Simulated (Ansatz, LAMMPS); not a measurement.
# As in place of P at several sites of glassy 67P2O5-20BaO-13Al2O3 (mol %) (86 atoms), part 2 of 4

At which site of glassy 67P2O5-20BaO-13Al2O3 (mol %) (86 atoms) does As in place of P cost least, and what about the site decides it?

Ansatz 0.2.0; Kohn-Sham DFT, PBE, PAW (set soft_2), plane waves.

The cell: 20 P, 3 Ba, 4 Al and 59 O. The quench rate of 20 K/ps is many orders above laboratory rates. The network of bonds at the start is that of the classical potential that made the cell. The Brillouin zone is sampled at Γ only, in a cell whose shortest periodic width is 11 Å. The levels lack spin–orbit coupling.

So far. Step 2 (Single point at the start): The r.m.s. force at the start is 1.2 eV/Å. Step 3 (Relaxation): The relaxation converged after 36 steps, 9.77 eV below its start, with a largest force component of 0.039 eV/Å.

### Step 4. Single point at the relaxed geometry

One more single point at the end of the walk gives the fuller output and checks the residual forces.

input.yaml reads:

```yaml
crystal:
  lattice:
    - [10.69823, 0.0, 0.0]
    - [0.0, 10.69823, 0.0]
    - [0.0, 0.0, 10.69823]
  atoms:
    - { symbol: P, position: [0.43861, 0.94305, 0.45341] }
    - { symbol: P, position: [0.36913, 0.74631, 0.65206] }
    - { symbol: P, position: [0.30747, 0.9528, 0.02414] }
    - { symbol: P, position: [0.54516, 0.53462, 0.26122] }
    - { symbol: P, position: [0.33905, 0.21055, 0.11274] }
    - { symbol: P, position: [0.93179, 0.544, 0.67104] }
    [... 74 atom lines left out ...]
    - { symbol: O, position: [0.95753, 0.49442, 0.53694] }
    - { symbol: O, position: [0.01992, 0.70417, 0.04177] }
    - { symbol: O, position: [0.4388, 0.86477, 0.58137] }
    - { symbol: O, position: [0.77895, 0.79982, 0.39338] }
    - { symbol: O, position: [0.59017, 0.53598, 0.10964] }
    - { symbol: O, position: [0.83281, 0.18131, 0.16214] }
kpoints:
  mp_grid: { grid: [1, 1, 1] }
hamiltonian:
  xc: pbe
scf:
  occupations: { method: fermi_dirac, width: 0.025 }
output:
  forces: true
  stress: true
  populations: intrinsic
  dos:
    method: { smearing: { sigma: 0.08 } }
    de: 0.1
    projected: { site_lists: { Al: [Al], Ba: [Ba], O: [O], P: [P] } }
  eigenvalues: true
  write_density: true
  write_potential: true
  volumetric_format: npy
  elf: true
```

Started as:

```bash
> ansatz run input.yaml --threads 4 --pin off --max-ram 8192MiB --backend cpu --events-out ev --progress --plain --runs-dir out
```

Numbers of over 12 decimals in the logs are rounded to 6 here.

Log:

```text
[...]
Crystal: 86 atoms, lattice volume = 1224.435 Å³
Basis set: ecut = 420 eV, 23847 PW (Γ), exchange–correlation on 144×144×144 points (8 copies of the dense FFT grid, shifted against one another)
Bands: 334, of which v1, the nominal top of the filled ones, is band 248 counted from 1 (247 counted from 0)
Symmetry: 1 space group operations
[...]
k-points: 1
[...]
SCF iter   1: F=—  HF=-68639.327438 eV  |F-HF|=—  |Δ(HF+E_count)|=         —  Δρ=2.78e-3  dr2=1.00e-1  ethr=1.77e-3  ⟨swp⟩=9.0  Hψ=1872  notcnv=0  defer=72
[...]
SCF iter   9: F=-68639.334274 eV  HF=-68639.334274 eV  |F-HF|=2.22e-8  |Δ(HF+E_count)|=   1.30e-7  Δρ=1.98e-6  dr2=4.39e-8  ethr=2.02e-11  ⟨swp⟩=31.0  Hψ=4185  notcnv=0
SCF 1 converged in 9 iterations: F = -68639.334274 eV  dr2 = 4.39e-8
[...]
SCF converged after 9 iterations
Free energy (F): -68639.334274 eV
[...]
Internal energy: -68639.334274 eV  (E = F + TS)
E sigma→0 (E₀):  -68639.334274 eV
Fermi energy:    5.417408 eV
[...]
--- Forces (eV/Å), atoms counted from 1 ---
  atom   1  P      0.00485721     0.01523821     0.00831102
  atom   2  P      0.00524676    -0.01283882    -0.01322164
  atom   3  P     -0.01850967    -0.00111422     0.00934286
  atom   4  P     -0.03634298     0.01774120    -0.00824517
  atom   5  P      0.02722898     0.01866022     0.02803341
  atom   6  P      0.00693090    -0.00017401    -0.00917989
  atom   7  P     -0.00701456     0.00018998    -0.01677734
  atom   8  P     -0.01218296    -0.02087979    -0.01353421
  atom   9  P     -0.01540047    -0.01328711    -0.00767538
  atom  10  P     -0.01754560     0.00106163    -0.01970070
  atom  11  P      0.00535392    -0.01737353    -0.02433842
  atom  12  P     -0.01311793     0.00762396    -0.00197004
  atom  13  P      0.03317933    -0.01303206    -0.00973244
  atom  14  P     -0.00559426    -0.01022815     0.02169167
[...]
atom  85  O      0.01921174     0.00477131     0.02116283
  atom  86  O      0.00470011    -0.01037135     0.00582504
  max |Σ_I F_I| component: 1.36e-4 eV/Å
--- Stress (GPa, compression-positive) ---
        1.238553      -0.058428      -0.885592
       -0.058428      -1.781122       0.346714
       -0.885592       0.346715      -0.335715
  P = ⅓ Tr σ = -0.2928 GPa (-2.928 kbar)
--- Band table (eV) ---
[...]
--- intrinsic populations: 86 sites ---
  site symbol       q [e]
     0      P      2.8646
     1      P      2.9250
     2      P      2.8992
[...]
85      O      6.8316
  spilling = 0.000000 (of n_electrons = 496.000000)
```

Wall time 8.7 s (4 threads of Intel Xeon 6975P-C (Granite Rapids), shared host); peak memory 1.6 GiB.

Read from the output:

```
free energy                                      : -68639.3343 eV
free energy per atom                             : -798.1318 eV/atom
SCF cycles                                       : 9
pressure                                         : -0.2928 GPa
r.m.s. force component                           : 0.01118 eV/Å
longest force                                    : 0.04331 eV/Å
Fermi energy                                     : 5.417 eV
gap (highest filled to lowest empty level) : 3.858 eV
```

Intrinsic-atomic-orbital charges by element:

```csv
element,coordination,atoms,mean charge (e),spread,least,most
Al,all,4,1.34,0.0222,1.31,1.37
Ba,all,3,1.83,0.0184,1.81,1.85
O,all,59,-0.911,0.0636,-1.10,-0.832
P,all,20,2.14,0.041,2.07,2.23
```

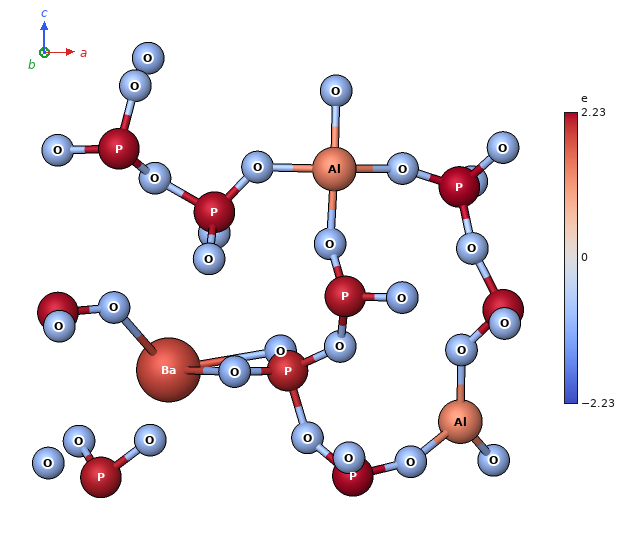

Atoms coloured by intrinsic-atomic-orbital charge. Drawn is a slice 5 Å thick, seen along the normal of the ac plane. Bonds to atoms that aren't drawn are left out.

States in the cell by windows of 1 eV, zero at the Fermi level; the larger projections on atomic orbitals stand beside the total:

```csv
from (eV),to (eV),total,O p,P p,O s,Ba p
-14,-13,13.7,4.8,1.0,0.9,5.6
-13,-12,21.3,6.5,1.6,0.9,11.0
-12,-11,11.8,7.6,2.1,0.7,0.2
-11,-10,12.5,8.6,2.2,0.4,0.0
-10,-9,16.2,11.3,2.1,1.2,0.0
-9,-8,23.4,16.5,2.7,2.5,0.1
-8,-7,36.8,28.2,3.5,3.4,0.1
-7,-6,48.1,40.4,2.9,2.7,0.2
-6,-5,52.1,46.6,1.8,1.6,0.2
-5,-4,51.0,47.3,1.4,0.8,0.1
-4,-3,56.0,52.8,1.4,0.3,0.1
-3,-2,20.5,19.5,0.4,0.1,0.0
-2,-1,1.5,1.4,0.0,0.0,0.0
-1,1,0.0,0.0,0.0,0.0,0.0
1,2,1.9,0.2,0.1,0.5,0.0
2,3,2.3,0.3,0.3,0.4,0.0
3,4,18.8,2.1,2.7,2.2,0.0
4,5,35.3,4.0,8.2,3.0,0.0
```

The curve was stored every 0.100 eV, coarse against its broadening of 0.08 eV, so these counts are rough.

Between -26 and -14 eV lie 125 more states.

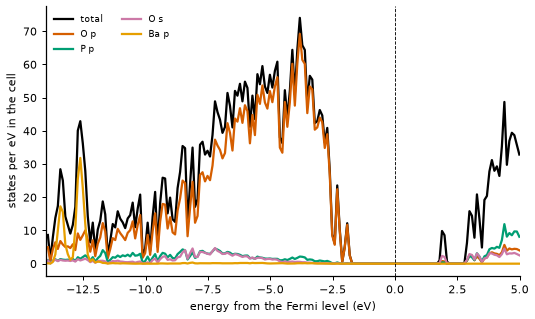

Total and projected density of states, with the broadening of the input.

The levels nearest the highest filled one (over half full), pooled over k-points and spins:

```csv
level less the highest filled one (eV),occupation
-0.765,2
-0.739,2
-0.648,2
-0.390,2
-0.355,2
0,2
3.86,0
4.89,0
5.01,0
5.21,0
5.27,0
5.52,0
```

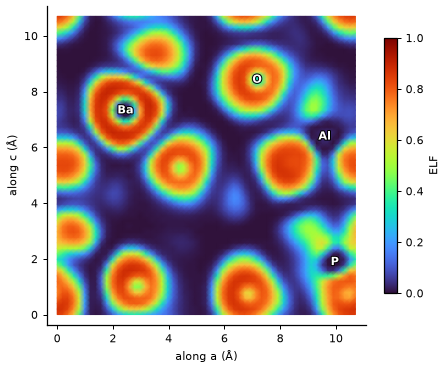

ELF in the ac plane at fractional y = 0.055, with atoms of P and Ba and Al and O within 0.2 Å of it. It is the smooth field of the valence electrons, not physical close to the nuclei.

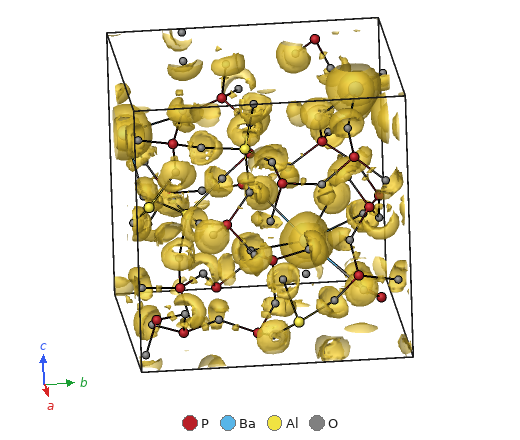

Surface of ELF = 0.83. Bonds to atoms that aren't drawn are left out.

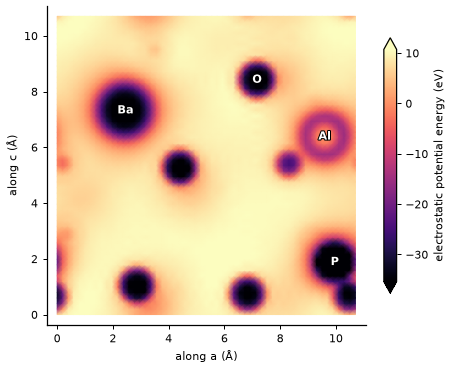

Electrostatic potential energy in the ac plane at fractional y = 0.055, with atoms of P and Ba and Al and O within 0.2 Å of it. With pseudopotentials it is smooth inside the atoms' cores, unlike the true potential.

Filled and empty levels are parted by 3.86 eV (at Γ alone); a semilocal functional tends to put such gaps too low. In a disordered cell it changes from sample to sample, and tail or defect levels can set it. Mean intrinsic-atomic-orbital charges: Al +1.34, Ba +1.83, O -0.91, P +2.14 e.

### Step 5. As on a site of P, site P9

The site has 4 bonded neighbours (O4) at 1.55 Å on average, by cutoffs that count no bonds between two metal atoms or like ions. The change is made in the relaxed cell and the atoms are relaxed again, with spin allowed.

input.yaml reads:

```yaml
crystal:
  lattice:
    - [10.69823, 0.0, 0.0]
    - [0.0, 10.69823, 0.0]
    - [0.0, 0.0, 10.69823]
  atoms:
    [... atom lines 1 to 5 left out ...]
    - { symbol: P, position: [0.93179, 0.544, 0.67104] }
    - { symbol: P, position: [0.377, 0.47707, 0.62361] }
    - { symbol: P, position: [0.13308, 0.75259, 0.97175] }
    - { symbol: As, position: [0.73864, 0.16367, 0.7869], spin: 0.6 }
    - { symbol: P, position: [0.68681, 0.46079, 0.03017] }
    - { symbol: P, position: [0.02586, 0.48163, 0.39966] }
    - { symbol: P, position: [0.93044, 0.06751, 0.17582] }
    [... atom lines 13 to 86 left out ...]
magnetization:
  spin_polarized: true
kpoints:
  mp_grid: { grid: [1, 1, 1] }
hamiltonian:
  xc: pbe
scf:
  occupations: { method: fermi_dirac, width: 0.025 }
  lower_state_search: "off"
output:
  forces: true
  eigenvalues: true
relax:
  f_tol: 0.05
  max_steps: 90
```

Log:

```text
[...]
Crystal: 86 atoms, lattice volume = 1224.435 Å³
Basis set: ecut = 420 eV, 23847 PW (Γ), exchange–correlation on 144×144×144 points (8 copies of the dense FFT grid, shifted against one another)
Bands: 341, of which v1, the nominal top of the filled ones, is band 253 counted from 1 (252 counted from 0)
Symmetry: 1 space group operations
[...]
k-points: 1
[...]
Starting moments: Σ|m| = 3 μB on 5 of 86 sites
[...]
SCF iter   1: F=—  HF=-72785.769249 eV  |F-HF|=—  |Δ(HF+E_count)|=         —  Δρ=5.89e-2 (↑5.32e-2 ↓5.89e-2)  dr2=1.67e2  dr2_m=1.61e0  M=0.000 μB ∫|m|=0.358 μB  β_m=0.30  ethr=3.10e-3  ⟨swp⟩=14.0  Hψ=4925  notcnv=0  defer=79
[...]
spin=Collinear: Resta preconditioning applied to the charge; magnetization (m = ρ↑ − ρ↓) channel mixes plain (no charge-response kernel on spin).
SCF iter   2: F=—  HF=-72749.475983 eV  |F-HF|=—  |Δ(HF+E_count)|=    3.63e1  Δρ=3.09e-2 (↑2.72e-2 ↓3.09e-2)  dr2=5.16e1  dr2_m=8.16e-1  M=0.000 μB ∫|m|=0.288 μB  β_m=0.30  ethr=3.10e-3  ⟨swp⟩=3.0  Hψ=1299  notcnv=0  defer=158
SCF iter   3: F=—  HF=-72736.743563 eV  |F-HF|=—  |Δ(HF+E_count)|=    1.27e1  Δρ=1.63e-2 (↑1.61e-2 ↓1.63e-2)  dr2=1.08e1  dr2_m=4.21e-1  M=0.000 μB ∫|m|=0.231 μB  β_m=0.30  ethr=3.10e-3  ⟨swp⟩=4.0  Hψ=1852  notcnv=0  defer=162
[...]
SCF iter   7: F=—  HF=-72733.564413 eV  |F-HF|=—  |Δ(HF+E_count)|=   1.64e-2  Δρ=1.77e-3 (↑1.77e-3 ↓1.75e-3)  dr2=7.57e-3  dr2_m=3.27e-2  M=0.000 μB ∫|m|=0.084 μB  β_m=0.30  ethr=1.43e-5  ⟨swp⟩=3.0  Hψ=1030  notcnv=0  defer=166
[...]
spin-set hold released at iteration 7 (site moments contracting): the magnetisation degrees of freedom join the quasi-Newton model from the next iteration; the mixer history was flushed
SCF iter   8: F=—  HF=-72733.572014 eV  |F-HF|=—  |Δ(HF+E_count)|=   7.60e-3  Δρ=1.28e-3 (↑1.28e-3 ↓1.28e-3)  dr2=3.67e-3  dr2_m=1.75e-2  M=0.000 μB ∫|m|=0.066 μB  β_m=0.65  ethr=1.50e-6  ⟨swp⟩=3.0  Hψ=913  notcnv=0  defer=166
[...]
SCF iter  12: F=-72733.580451 eV  HF=-72733.580455 eV  |F-HF|=4.11e-6  |Δ(HF+E_count)|=   7.19e-6  Δρ=1.35e-5 (↑1.18e-5 ↓1.35e-5)  dr2=8.18e-6  dr2_m=1.81e-7  M=0.000 μB ∫|m|=0.000 μB  ethr=1.08e-8  ⟨swp⟩=26.5  Hψ=5967  notcnv=0
WARN: the starting moments were not kept: the SCF closed with an absolute magnetisation of 4.2e-4 μB, where they sum to 3 μB in size (5 sites). That is at most 0.1 of that sum. Measured as dr2_m measures the in/out step, that magnetisation stands 1.6e-8 eV from none, [...]
SCF 1 converged in 12 iterations: F = -72733.580451 eV  dr2 = 8.18e-6
[...]
relax step   1: F+E_penalty+E_count = -72733.58045133 eV  Δ(F+E_penalty+E_count) = +0.000e0 eV  max|allowed force component| = 9.367e0 eV/Å  Δτ_max = 0.0000 Å  (12 SCF iters, dr2 threshold 6.25e-5 eV, accepted)
[... from here on, the SCF cycles and remarks between the steps are left out ...]
relax step   2: F+E_penalty+E_count = -72735.35780532 eV  Δ(F+E_penalty+E_count) = -1.777e0 eV  max|allowed force component| = 2.869e0 eV/Å  Δτ_max = 0.1405 Å  (6 SCF iters, dr2 threshold 1.00e-4 eV, accepted)
relax step   3: F+E_penalty+E_count = -72735.63561140 eV  Δ(F+E_penalty+E_count) = -2.778e-1 eV  max|allowed force component| = 1.350e0 eV/Å  Δτ_max = 0.1216 Å  (6 SCF iters, dr2 threshold 1.00e-4 eV, accepted)
relax step   4: F+E_penalty+E_count = -72735.61052088 eV  Δ(F+E_penalty+E_count) = +2.509e-2 eV  max|allowed force component| = 8.117e-1 eV/Å  Δτ_max = 0.2000 Å  (7 SCF iters, dr2 threshold 1.00e-4 eV, rejected (line search))
relax step   5: F+E_penalty+E_count = -72735.77439699 eV  Δ(F+E_penalty+E_count) = -1.388e-1 eV  max|allowed force component| = 2.300e-1 eV/Å  Δτ_max = 0.0920 Å  (10 SCF iters, accepted)
relax step   6: F+E_penalty+E_count = -72735.75851094 eV  Δ(F+E_penalty+E_count) = +1.589e-2 eV  max|allowed force component| = 5.181e-1 eV/Å  Δτ_max = 0.1000 Å  (9 SCF iters, dr2 threshold 3.31e-6 eV, rejected (line search))
relax step   7: F+E_penalty+E_count = -72735.79948302 eV  Δ(F+E_penalty+E_count) = -2.509e-2 eV  max|allowed force component| = 7.812e-2 eV/Å  Δτ_max = 0.0485 Å  (9 SCF iters, accepted)
relax step   8: F+E_penalty+E_count = -72735.80170176 eV  Δ(F+E_penalty+E_count) = -2.219e-3 eV  max|allowed force component| = 5.876e-2 eV/Å  Δτ_max = 0.0149 Å  (8 SCF iters, accepted)
relax step   9: F+E_penalty+E_count = -72735.80373223 eV  Δ(F+E_penalty+E_count) = -2.030e-3 eV  max|allowed force component| = 4.940e-2 eV/Å  Δτ_max = 0.0154 Å  (8 SCF iters, accepted)
SCF converged after 8 iterations
Magnetization: 0.0000 μB (253.0000 up, 253.0000 down)
Absolute magnetization: 0.0000 μB (∫|ρ↑−ρ↓|, with the PAW one-centre terms)
[...]
Per-site moments (μB) at R_I (Å): [(2.8597980893598122e-9, 0.611573), (2.9136608355574864e-9, 0.613002), (1.38498217364615e-9, 0.619688), (1.0119273248531703e-9, 0.617268), (-1.730410820504157e-9, 0.606282), [...]
Free energy (F): -72735.803732 eV
[...]
Internal energy: -72735.803732 eV  (E = F + TS)
E sigma→0 (E₀):  -72735.803732 eV
Fermi energy:    5.403317 eV
[...]
Σ components = -72735.803732   (vs F -72735.803732, Δ=0.00e0)
--- Forces (eV/Å), atoms counted from 1 ---
  atom   1  P     -0.00910186    -0.00089779    -0.00103206
  atom   2  P     -0.01810004    -0.00901840    -0.04903521
  atom   3  P     -0.01279424     0.02361651     0.04940296
  atom   4  P     -0.00268609    -0.02882540     0.00805198
[...]
atom  86  O      0.00075504     0.00187986    -0.01930540
  max |Σ_I F_I| component: 1.80e-4 eV/Å
--- Band table (eV) ---
[...]
--- Relaxed structure (9 steps of the walk, 7 accepted, 0 SCFs on fresh bases) ---
  F+E_penalty+E_count = -72735.80373223 eV   max|allowed force component| = 4.940e-2 eV/Å
  atoms:
    - { symbol: P, position: [0.440836, 0.945631, 0.454379] }
    - { symbol: P, position: [0.372570, 0.750490, 0.654288] }
    - { symbol: P, position: [0.306013, 0.951871, 0.027622] }
    - { symbol: P, position: [0.543020, 0.540844, 0.257585] }
[...]
- { symbol: O, position: [0.832604, 0.181700, 0.167226] }
```

Wall time 1.9 min (4 threads); peak memory 2.6 GiB; 7.3 min of CPU time.

The program notes that starting moments were not kept.

The relaxation converged after 9 steps, 2.22 eV below its start, with a largest force component of 0.049 eV/Å.

A closer look about the As atom, after relaxation: 10 atoms, nearest first, numbered in the order of the input, with positions taken from that point.

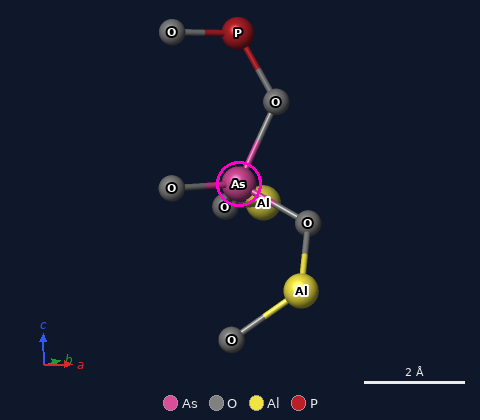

The atoms of the table, within 3.5 Å (arrows a, b, c point along x, y, z); some may hide others; the central atom is ringed.

```csv
atom,x,y,z,distance (Å),bonds
As9,0.00,0.00,0.00,0.00,4
O37,-0.80,-1.43,0.03,1.64,2
O78,-0.93,1.26,-0.58,1.67,2
O51,1.51,0.00,-0.78,1.70,2
O39,0.64,0.50,1.61,1.80,2
Al25,1.87,-1.15,-2.03,2.99,4
P15,-0.07,0.31,3.00,3.01,4
Al24,-0.94,3.03,-0.67,3.24,5
O74,-0.97,-0.84,3.12,3.37,2
O58,0.53,-1.65,-2.98,3.45,2
```

The column of bonds counts only the pairs O-P within 2.08 Å, O-Al within 2.38 Å, O-Ba within 3.29 Å, O-As within 2.23 Å; other neighbours, such as metal atoms beside each other in a compound, aren't counted, and periodic images can show an atom twice.

The largest move is 0.28 Å, by O37.

### Step 6. As on a site of P, site P11

The site has 4 bonded neighbours (O4) at 1.56 Å on average. 

Input and log are left out; they have the form of those shown for this kind of step.

It took 2.4 min on 4 threads of Intel Xeon 6975P-C (Granite Rapids), shared host; peak memory 2.6 GiB.

The relaxation converged after 12 steps, 2.17 eV below its start, with a largest force component of 0.035 eV/Å.

A closer look about the As atom, after relaxation: 10 atoms, nearest first, numbered in the order of the input, with positions taken from that point.

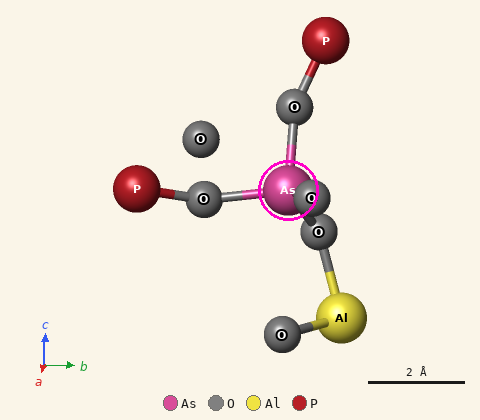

The atoms of the table, within 3.3 Å (arrows a, b, c point along x, y, z); some may hide others; the central atom is ringed.

```csv
atom,x,y,z,distance (Å),bonds
As11,0.00,0.00,0.00,0.00,4
O79,1.52,0.57,0.10,1.63,2
O55,-1.14,0.63,-1.03,1.66,2
O47,-0.11,-1.76,-0.29,1.79,2
O81,-0.75,0.04,1.65,1.81,2
O71,0.56,0.01,-2.97,3.02,2
Al26,-0.95,1.17,-2.81,3.19,5
P13,0.54,-3.16,-0.02,3.20,4
P6,-1.02,0.62,3.05,3.28,4
O63,-2.57,-1.98,0.59,3.30,1
```

The column of bonds counts only the pairs O-P within 2.08 Å, O-Al within 2.33 Å, O-Ba within 3.29 Å, O-As within 2.23 Å; other neighbours, such as metal atoms beside each other in a compound, aren't counted, and periodic images can show an atom twice.

The largest move is 0.22 Å, by O55.

(Part 2 of 4 ends here.)

[Logs are printed without paths, hosts, clocks, repeated set-up lines and the standing remarks that a program may print on its own settings, such as how far it seeks lower states.]

[Hosts, paths, dates, database ids (printed as entryN), source tags and the programs' standing remarks are cut or masked in the printed files.]
